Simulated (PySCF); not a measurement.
# Run report: C$_{2}$ClF$_{5}$, single-point calculation

System: C$_{2}$ClF$_{5}$ (chloropentafluoroethane), SMILES FC(F)(F)C(F)(F)Cl.
Method: CCSD(T)/def2-SVP, RHF (PySCF 2.14.0).

The geometry comes from this level: PBE0-D4/def2-TZVP.

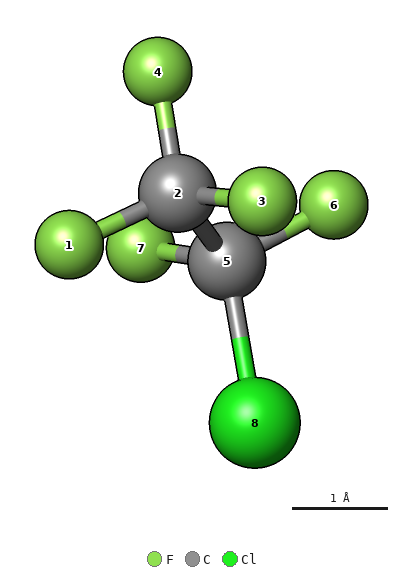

Figure 1. The structure (ball-and-stick view, seen at an oblique angle; atoms are numbered from 1 in the order of the input). Bond lengths as drawn: C–C 1.55 Å, C–Cl 1.75 Å and C–F 1.32 to 1.33 Å.

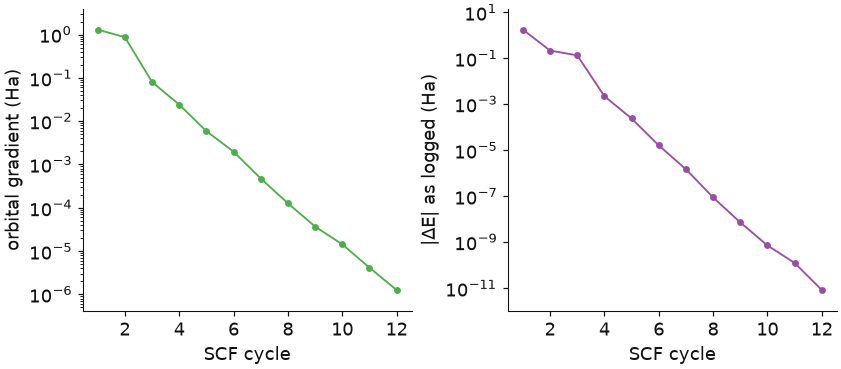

Figure 2. Convergence of the self-consistent field: orbital gradient and size of the energy change against the SCF cycle. The residual falls at every step.

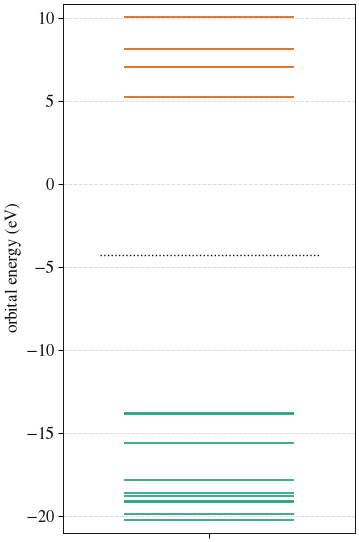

Figure 3. Orbital energies near the frontier (SCF reference); the dotted line parts filled from empty levels, and levels within 0.02 eV of each other stand side by side. Highest filled −13.83 eV, lowest empty 5.20 eV, 19.03 eV apart.

The input and output of the run follow.

## The input (calc.py)
```python
# chloropentafluoroethane
from pyscf import gto, scf, cc

mol = gto.Mole()
mol.atom = '''
F      0.902061    -3.105670    -0.696459
C     -0.000813    -0.836733    -1.240983
F     -2.349478    -1.059097    -2.074126
F      1.407487     0.184532    -3.047637
C      0.084660     0.892442     1.125804
F     -0.775279     3.167124     0.485886
F      2.477771     1.121193     1.863289
Cl    -1.746372    -0.363791     3.584262
'''
mol.basis = 'def2-svp'
mol.verbose = 4
mol.unit = 'bohr'
mol.max_memory = 1860
mol.build()

mf = scf.RHF(mol)
mf.conv_tol = 1e-10
mf.kernel()
if not mf.converged:
    mf = mf.newton().run(mf.mo_coeff, mf.mo_occ)

mycc = cc.CCSD(mf, frozen=12)
mycc.kernel()
e_t = mycc.ccsd_t()
etot = mycc.e_tot + e_t
print('Final energy', etot)
```

Launch command:
```bash
OMP_NUM_THREADS=1 python calc.py
```

## The program's output
```
PySCF version 2.14.0

[INPUT] num. atoms = 8
[INPUT] num. electrons = 74
[INPUT] charge = 0
[INPUT] spin (= nelec alpha-beta = 2S) = 0
[INPUT] symmetry False subgroup None
[INPUT] Mole.unit = bohr
[INPUT] Symbol           X                Y                Z      unit          X                Y                Z       unit  Magmom
[INPUT]  1 F      0.477350124060  -1.643449788638  -0.368550231140 AA    0.902061000000  -3.105670000000  -0.696459000000 Bohr   0.0
[INPUT]  2 C     -0.000430221072  -0.442780035225  -0.656699922739 AA   -0.000813000000  -0.836733000000  -1.240983000000 Bohr   0.0
[INPUT]  3 F     -1.243290215158  -0.560449996554  -1.097580211777 AA   -2.349478000000  -1.059097000000  -2.074126000000 Bohr   0.0
[INPUT]  4 F      0.744810045066   0.097650129085  -1.612740047557 AA    1.407487000000   0.184532000000  -3.047637000000 Bohr   0.0
[INPUT]  5 C      0.044800142676   0.472259968468   0.595749820763 AA    0.084660000000   0.892442000000   1.125804000000 Bohr   0.0
[INPUT]  6 F     -0.410259978905   1.675969844958   0.257119798305 AA   -0.775279000000   3.167124000000   0.485886000000 Bohr   0.0
[INPUT]  7 F      1.311179947078   0.593309784643   0.986010076158 AA    2.477771000000   1.121193000000   1.863289000000 Bohr   0.0
[INPUT]  8 Cl    -0.924140264189  -0.192509906738   1.896709768367 AA   -1.746372000000  -0.363791000000   3.584262000000 Bohr   0.0

nuclear repulsion = 536.08653201044
number of shells = 50
number of NR pGTOs = 204
number of NR cGTOs = 116
basis = def2-svp
ecp = {}

******** <class 'pyscf.scf.hf.RHF'> ********
method = RHF
initial guess = minao
damping factor = 0
level_shift factor = 0
DIIS = <class 'pyscf.scf.diis.CDIIS'>
diis_start_cycle = 1
diis_space = 8
diis_damp = 0
SCF conv_tol = 1e-10
SCF conv_tol_grad = None
SCF max_cycles = 50
direct_scf = True
direct_scf_tol = 1e-13
Set gradient conv threshold to 1e-05
Initial guess from minao.
init E= -1033.20761196194
  HOMO = -0.35763993517184  LUMO = 0.166456551829291  gap/eV = 14.26139
cycle= 1 E= -1031.47113377489  delta_E= 1.74  |g|=  1.3  |ddm|= 2.95
  HOMO = -0.519901406667169  LUMO = 0.0433966919382041  gap/eV = 15.32812
cycle= 2 E= -1031.68400838885  delta_E= -0.213  |g|= 0.867  |ddm|= 1.52
  HOMO = -0.509365647591518  LUMO = 0.177664159703085  gap/eV = 18.69503
cycle= 3 E= -1031.81563778707  delta_E= -0.132  |g|= 0.0801  |ddm|= 0.637
  HOMO = -0.50715507063571  LUMO = 0.19106587967318  gap/eV = 18.99956
cycle= 4 E= -1031.81783359073  delta_E= -0.0022  |g|= 0.024  |ddm|= 0.108
  HOMO = -0.507576989617606  LUMO = 0.191296916555935  gap/eV = 19.01733
cycle= 5 E= -1031.8180701  delta_E= -0.000237  |g|= 0.00588  |ddm|= 0.0422
  HOMO = -0.508475997687903  LUMO = 0.190930747012679  gap/eV = 19.03183
cycle= 6 E= -1031.8180861385  delta_E= -1.6e-05  |g|= 0.00197  |ddm|= 0.0118
  HOMO = -0.508320866585073  LUMO = 0.191059153681967  gap/eV = 19.03110
cycle= 7 E= -1031.81808760391  delta_E= -1.47e-06  |g|= 0.000473  |ddm|= 0.00369
  HOMO = -0.508303803837458  LUMO = 0.191125101541171  gap/eV = 19.03243
cycle= 8 E= -1031.81808769137  delta_E= -8.75e-08  |g|= 0.000127  |ddm|= 0.000899
  HOMO = -0.508326057981656  LUMO = 0.191129559384717  gap/eV = 19.03316
cycle= 9 E= -1031.81808769849  delta_E= -7.13e-09  |g|= 3.68e-05  |ddm|= 0.000269
  HOMO = -0.508327046475045  LUMO = 0.191122128888282  gap/eV = 19.03298
cycle= 10 E= -1031.81808769921  delta_E= -7.12e-10  |g|= 1.43e-05  |ddm|= 7.32e-05
  HOMO = -0.508328085953298  LUMO = 0.191122482756604  gap/eV = 19.03302
cycle= 11 E= -1031.81808769933  delta_E= -1.24e-10  |g|= 4.14e-06  |ddm|= 3.42e-05
  HOMO = -0.508329186007627  LUMO = 0.191121837462875  gap/eV = 19.03303
cycle= 12 E= -1031.81808769934  delta_E= -8.19e-12  |g|= 1.26e-06  |ddm|= 1.24e-05
  HOMO = -0.50832911299475  LUMO = 0.191121735161154  gap/eV = 19.03303
Extra cycle  E= -1031.81808769934  delta_E= -3.64e-12  |g|= 7.07e-07  |ddm|= 1.94e-06
converged SCF energy = -1031.81808769934

******** <class 'pyscf.cc.ccsd.CCSD'> ********
CC2 = 0
CCSD nocc = 25, nmo = 104
frozen orbitals 12
max_cycle = 50
direct = 0
conv_tol = 1e-07
conv_tol_normt = 1e-05
diis_space = 6
diis_start_cycle = 0
diis_start_energy_diff = 1e+09
Init t2, MP2 energy = -1033.12548579859  E_corr(MP2) -1.30739809924696
Init E_corr(CCSD) = -1.3073980992471
cycle = 1  E_corr(CCSD) = -1.30249842954759  dE = 0.0048996697  norm(t1,t2) = 0.0824145
cycle = 2  E_corr(CCSD) = -1.33120403048577  dE = -0.0287056009  norm(t1,t2) = 0.0234047
cycle = 3  E_corr(CCSD) = -1.33066096590771  dE = 0.000543064578  norm(t1,t2) = 0.0126696
cycle = 4  E_corr(CCSD) = -1.33403278414269  dE = -0.00337181823  norm(t1,t2) = 0.00417091
cycle = 5  E_corr(CCSD) = -1.3340749367158  dE = -4.21525731e-05  norm(t1,t2) = 0.000973113
cycle = 6  E_corr(CCSD) = -1.33394874145642  dE = 0.000126195259  norm(t1,t2) = 0.000372457
cycle = 7  E_corr(CCSD) = -1.33393412851411  dE = 1.46129423e-05  norm(t1,t2) = 9.25891e-05
cycle = 8  E_corr(CCSD) = -1.33393932781385  dE = -5.19929974e-06  norm(t1,t2) = 3.12374e-05
cycle = 9  E_corr(CCSD) = -1.33394057698372  dE = -1.24916987e-06  norm(t1,t2) = 1.22074e-05
cycle = 10  E_corr(CCSD) = -1.33394023500693  dE = 3.41976791e-07  norm(t1,t2) = 3.68598e-06
cycle = 11  E_corr(CCSD) = -1.33394014085578  dE = 9.41511518e-08  norm(t1,t2) = 1.51004e-06
CCSD converged
E(CCSD) = -1033.152027840198  E_corr = -1.333940140855782
CCSD(T) correction = -0.0284844958156973
Final energy -1033.1805123360134
```

## Key numbers

- outcome: converged
- total energy: −1033.180512 hartree
- SCF energy: −1031.818088 hartree
- correlation energy: −1.362425 hartree
- (T) correction: −0.028484 hartree
- basis functions: 116
- T1 diagnostic: 0.011
- HOMO of the SCF reference: −13.83 eV
- LUMO of the SCF reference: 5.20 eV
- hardware: 1 thread of Intel Xeon @ 2.70GHz, 189 GiB of memory available, shared host
- wall time: 3.6 min
- peak memory: 1.2 GiB
